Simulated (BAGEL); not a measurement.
**NH3 (ammonia), step by step**

Wanted: a single-point energy (HF/def2-SVP), then the energy (NEVPT2(2,2)/def2-SVP), then a single-point energy (CASPT2(2,2)/def2-SVP) of NH3 (ammonia). 

The calculation is run with BAGEL 1.2.2.

**1. The molecule**

NH3: 4 atoms, total charge 0, spin state singlet. SMILES: `N`. The coordinates come from a PBE0-D4/def2-TZVP relaxation.

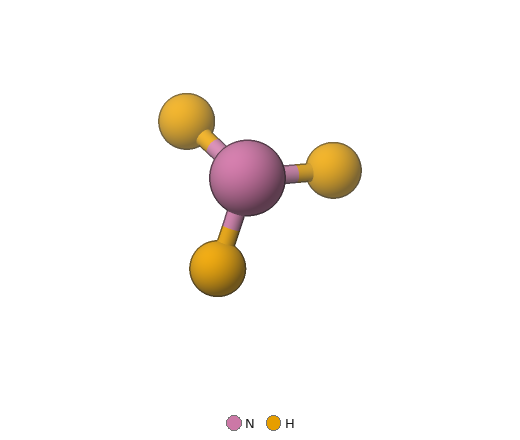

Viewed from a chosen angle; nitrogen pink, hydrogen amber.

**2. The energy at HF/def2-SVP (density fitting with svp-jkfit) (run 1)**

Contents of calc.json:

```json
{ "bagel": [

{
  "title": "molecule",
  "basis": "svp",
  "df_basis": "svp-jkfit",
  "geometry": [
    { "atom": "N", "xyz": [ -0.13206729,  0.47146021,  0.20964055 ] },
    { "atom": "H", "xyz": [  0.92689744, -0.57032690,  1.41575825 ] },
    { "atom": "H", "xyz": [ -1.67709414, -0.57058391, -0.22470733 ] },
    { "atom": "H", "xyz": [  0.88239439,  0.66952241, -1.40065178 ] }
  ]
},
{ "title": "hf" },
{ "title": "print", "file": "orbitals.molden", "orbitals": true }

]}
```

Launch:

```console
$ BAGEL_NUM_THREADS=1 BAGEL calc.json > calc.out
```

What it wrote:

```text
* using 1 threads per process

  ===============================================================
  ===============================================================

  *** Geometry ***

  { "atom" : "N", "xyz" : [     -0.132067,      0.471460,      0.209641 ] },
  { "atom" : "H", "xyz" : [      0.926897,     -0.570327,      1.415758 ] },
  { "atom" : "H", "xyz" : [     -1.677094,     -0.570584,     -0.224707 ] },
  { "atom" : "H", "xyz" : [      0.882394,      0.669522,     -1.400652 ] },

  Number of auxiliary basis functions:      131

  Since a DF basis is specified, we compute 2- and 3-index integrals:
    o Being stored without compression. Storage requirement is 0.001 GB

  Number of basis functions:       29
  Number of electrons      :       10

    * METHOD: MOLECULE                             0.02

  *** RHF ***

  === Nuclear Repulsion ===
    11.9494254922

      * DIIS with orbital gradients will be used.

  === RHF iteration (svp) ===
      0        -56.04415633          0.04389241           0.00
      1        -56.12335426          0.02262233           0.00
      2        -56.14829410          0.00240734           0.00
      3        -56.14872224          0.00026487           0.00
      4        -56.14872940          0.00008548           0.00
      5        -56.14873062          0.00002233           0.00
      6        -56.14873072          0.00000475           0.00
      7        -56.14873072          0.00000064           0.00
      8        -56.14873072          0.00000016           0.00
      9        -56.14873072          0.00000007           0.00
     10        -56.14873072          0.00000001           0.00
    * SCF iteration converged.

    * Permanent dipole moment:
           (   -0.172929,     0.617122,     0.274407) a.u.

    * METHOD: HF                                   0.03

    * METHOD: PRINT                                0.00

  ===============================================================
```

Wall time 0.18 s (1 thread of Arm Neoverse V2, shared host).

**3. A single-point energy at NEVPT2(2,2)/def2-SVP (density fitting with svp-jkfit) (run 2)**

Contents of job.json:

```json
{ "bagel" : [

{
  "title" : "molecule",
  "basis" : "svp",
  "df_basis" : "svp-jkfit",
  "angstrom" : "false",
  "geometry" : [
    { "atom" : "N", "xyz" : [    -0.13206729,     0.47146021,     0.20964055 ] },
    { "atom" : "H", "xyz" : [     0.92689744,    -0.57032690,     1.41575825 ] },
    { "atom" : "H", "xyz" : [    -1.67709414,    -0.57058391,    -0.22470733 ] },
    { "atom" : "H", "xyz" : [     0.88239439,     0.66952241,    -1.40065178 ] }
  ]
},

{ "title" : "hf" },

{ "title" : "nevpt2", "nstate" : 1, "nact" : 2, "nclosed" : 4, "active" : [4, 7], "maxiter" : 200, "natocc" : "true", "ncore" : 1 },

{ "title" : "print", "file" : "orbitals.molden", "orbitals" : "true" }

]}
```

Launch:

```console
$ BAGEL_NUM_THREADS=1 BAGEL job.json > job.out
```

What it wrote:

```text
* using 1 threads per process

  ===============================================================
  ===============================================================

  *** Geometry ***

  { "atom" : "N", "xyz" : [     -0.132067,      0.471460,      0.209641 ] },
  { "atom" : "H", "xyz" : [      0.926897,     -0.570327,      1.415758 ] },
  { "atom" : "H", "xyz" : [     -1.677094,     -0.570584,     -0.224707 ] },
  { "atom" : "H", "xyz" : [      0.882394,      0.669522,     -1.400652 ] },

  Number of auxiliary basis functions:      131

  Since a DF basis is specified, we compute 2- and 3-index integrals:
    o Being stored without compression. Storage requirement is 0.001 GB

  Number of basis functions:       29
  Number of electrons      :       10

[... 15 lines left out ...]
    * SCF iteration converged.
[... 1 line left out ...]
    * Permanent dipole moment:
[... 28 lines left out ...]
    * Second-order optimization converged. *

     guess   0:   closed 1.                   open ..

  === FCI iteration ===

      0  0       -56.14852287     9.41e-02      0.00
      1  0       -56.16665186     1.12e-03      0.00
      2  0 *     -56.16665623     4.64e-16      0.00

     * ci vector, state   0, <S^2> = 0.0000
       2.     0.9953897429
       .2    -0.0959127718

  === DF-NEVPT2 calculation ===

    * 3-index integral transformation done
    * assembly done

      NEVPT2 correlation energy:   -0.1682501411      0.01

          (+0)     -0.1052180894
          (+0)'    -0.0235661159
          (+1)     -0.0038229278
          (+1)'    -0.0000000000
          (+2)     -0.0002772360
          (-1)     -0.0270307802
          (-1)'     0.0000000000
          (-2)     -0.0083349918

      NEVPT2 total energy:        -56.3349063703

    * METHOD: NEVPT2                               0.12

    * METHOD: PRINT                                0.00

  ===============================================================
```

It took 0.28 s on 1 thread of Arm Neoverse V2, shared host.

**4. The energy at CASPT2(2,2)/def2-SVP (density fitting with svp-jkfit) (run 3)**

Contents of input.json:

```json
{ "bagel" : [

{
  "title" : "molecule",
  "basis" : "svp",
  "df_basis" : "svp-jkfit",
  "angstrom" : false,
  "geometry" : [
    { "atom" : "N", "xyz" : [ -0.13206729,  0.47146021,  0.20964055 ] },
    { "atom" : "H", "xyz" : [  0.92689744, -0.57032690,  1.41575825 ] },
    { "atom" : "H", "xyz" : [ -1.67709414, -0.57058391, -0.22470733 ] },
    { "atom" : "H", "xyz" : [  0.88239439,  0.66952241, -1.40065178 ] }
  ]
},
{
  "title" : "hf"
},
{
  "title" : "casscf",
  "nstate" : 1,
  "nact" : 2,
  "nclosed" : 4,
  "active" : [4, 7],
  "maxiter" : 200,
  "natocc" : true
},
{
  "title" : "print",
  "file" : "orbitals.molden",
  "orbitals" : true
},
{
  "title" : "smith",
  "method" : "caspt2",
  "ms" : true,
  "xms" : true,
  "sssr" : true,
  "shift" : 0.2,
  "shift_imag" : true,
  "ncore" : 1
}

]}
```

Launch:

```console
$ BAGEL_NUM_THREADS=1 BAGEL input.json > input.out
```

What it wrote:

```text
* using 1 threads per process

  ===============================================================
  ===============================================================

  *** Geometry ***

  { "atom" : "N", "xyz" : [     -0.132067,      0.471460,      0.209641 ] },
  { "atom" : "H", "xyz" : [      0.926897,     -0.570327,      1.415758 ] },
  { "atom" : "H", "xyz" : [     -1.677094,     -0.570584,     -0.224707 ] },
  { "atom" : "H", "xyz" : [      0.882394,      0.669522,     -1.400652 ] },

  Number of auxiliary basis functions:      131

  Since a DF basis is specified, we compute 2- and 3-index integrals:
    o Being stored without compression. Storage requirement is 0.001 GB

  Number of basis functions:       29
  Number of electrons      :       10

[... 15 lines left out ...]
    * SCF iteration converged.
[... 1 line left out ...]
    * Permanent dipole moment:
[... 27 lines left out ...]
    * Second-order optimization converged. *
[... 9 lines left out ...]
     * ci vector, state   0, <S^2> = 0.0000
[... 16 lines left out ...]
    * Zeroth order energy : state  0       -1.3653581873
[... 4 lines left out ...]
       #      aibj      arbs      arbi      airj      risj      airs      arst      rist         Etot      error   time
[... 10 lines left out ...]
      ------------------------------------------------------------------------------------------------------------------

    * CASPT2 energy : state  0      -56.3364107632
        w/o shift correction        -56.3358078456
        reference weight              0.9540548894

    * METHOD: SMITH                                0.05

  ===============================================================
```

Run time: 0.34 s. Hardware: 1 thread of Arm Neoverse V2, shared host.

**5. Outcome**

| quantity | value |
| --- | --- |
| run 1, HF/def2-SVP: total energy | -56.14873 Eh |
| run 1, HF/def2-SVP: dipole moment | 1.77 D |
| run 1, HF/def2-SVP: HOMO energy | -11.41 eV |
| run 1, HF/def2-SVP: LUMO energy | 4.83 eV |
| run 1, HF/def2-SVP: HOMO–LUMO gap | 16.24 eV |
| run 2, NEVPT2(2,2)/def2-SVP: total energy | -56.33491 Eh |
| run 3, CASPT2(2,2)/def2-SVP: total energy | -56.33641 Eh |
